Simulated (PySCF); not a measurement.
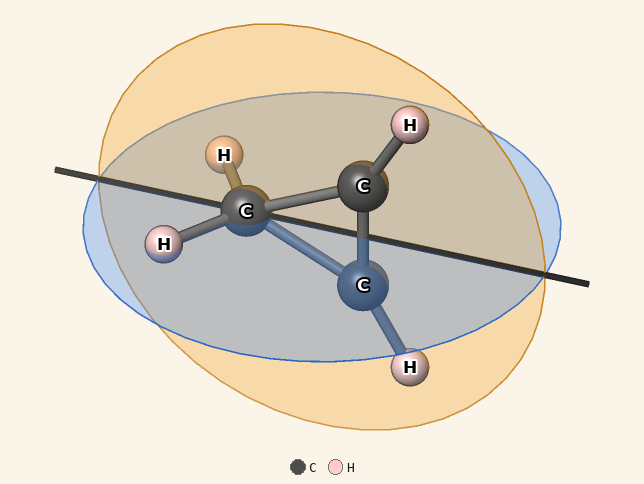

All proper rotation axes (lines) and mirror planes (discs) of the structure are drawn in. Distant atoms are faded towards the background colour. The computed structure is the end point of a PBE0-D3(BJ)/def2-SVP optimisation. No frequency run is at hand to confirm it as a minimum.

### What is the order of each axis, and which point group results?

It has 1 C2 axis and 2 mirror planes. Point group C2v. The group has 4 operations. The geometry is achiral, and symmetry allows a dipole moment.
